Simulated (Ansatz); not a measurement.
Consider Si3Sb2.

The calculation's input:

```
crystal:
  lattice:
    - [3.1652829081, 1.8274769391, 7.344746043]
    - [-3.1652829081, 1.8274769391, 7.344746043]
    - [0.0, -3.6549538781, 7.344746043]
  atoms:
    - { symbol: Si, position: [0.4796463205, 0.0203536795, 0.25] }
    - { symbol: Si, position: [0.25, 0.4796463205, 0.0203536795] }
    - { symbol: Si, position: [0.0203536795, 0.25, 0.4796463205] }
    - { symbol: Si, position: [0.5203536795, 0.9796463205, 0.75] }
    - { symbol: Si, position: [0.75, 0.5203536795, 0.9796463205] }
    - { symbol: Si, position: [0.9796463205, 0.75, 0.5203536795] }
    - { symbol: Sb, position: [0.3663095309, 0.3663095309, 0.3663095309] }
    - { symbol: Sb, position: [0.1336904691, 0.1336904691, 0.1336904691] }
    - { symbol: Sb, position: [0.6336904691, 0.6336904691, 0.6336904691] }
    - { symbol: Sb, position: [0.8663095309, 0.8663095309, 0.8663095309] }
basis:
  ecutwfc: 420
kpoints:
  mp_grid: { grid: [6, 6, 6] }
hamiltonian:
  xc: pbe
scf:
  occupations: { method: gaussian, width: 0.1 }
output:
  forces: true
  stress: true
  eigenvalues: true
  write_density: true
  write_potential: true
  elf: true
  volumetric_format: npy
relax:
  adjacent_minimum: "off"
  f_tol: 0.01
  max_steps: 80
  cell: { stress_tol: 0.05 }
```

Command:

```sh
ansatz run input.yaml --threads 1 --pin off --max-ram 2560MiB --backend cpu --events-out ev --progress --plain --runs-dir out
```

Below, planes, directions and counts refer to the conventional cell (a = 6.31 Å, b = 6.31 Å, c = 22.30 Å, α = 90.00°, β = 90.00°, γ = 120.00°).

The fields are those of the relaxed geometry.

Space group R-3c; started from the corundum_167 prototype, which need not be the ambient phase.

Computed with DFT PBE, scalar-relativistic, plane waves, PAW in Ansatz.

> Predict the valence pseudo-density and electron localisation function between the atoms.

Si–Sb (2.99 Å): the density is about 0.23 e/Å³ at the midpoint; the ELF peaks at about 0.65 in the valence shell of Si, 0.9 Å from its nucleus, and is about 0.45 at the midpoint.

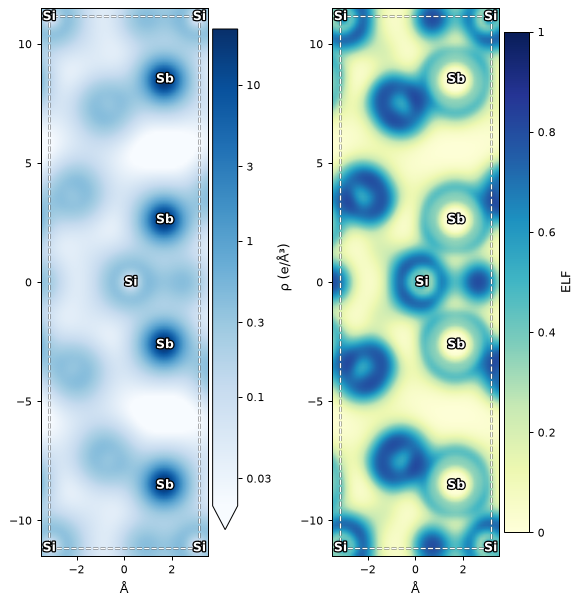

Computed valence pseudo-density and electron localisation function on the (010) plane of the conventional cell, in this order. Atoms just off the plane (Si, 0.6 Å away) can leave unmarked features too.

In a PAW calculation such maps are meaningful between the atoms, not at the nuclei.
